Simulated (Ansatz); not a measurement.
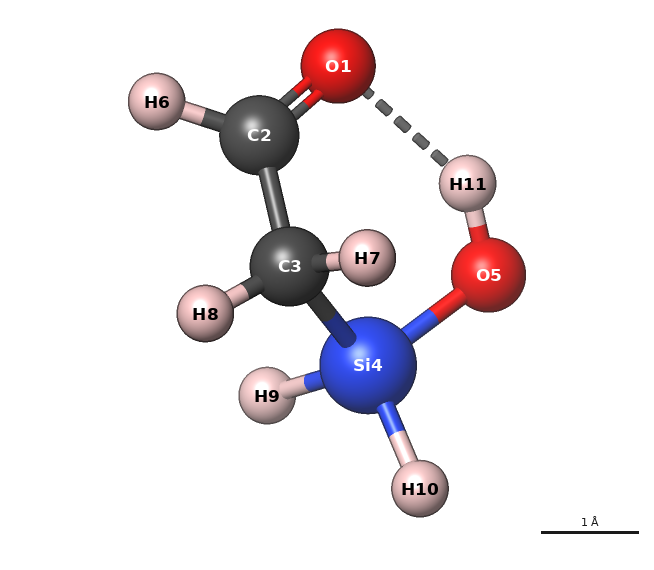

Broken lines mark hydrogen bonds. Computed geometry: PBE-D4/def2-SVP optimisation. No frequency run is at hand to confirm it as a minimum.

Give donor, acceptor, H···A distance and D–H···A angle of each hydrogen bond.

```json
{"D–H···A": "O5–H11···O1", "D–H (Å)": "0.99", "H···A (Å)": "1.97", "angle (°)": "144", "kind": "intramolecular"}
```
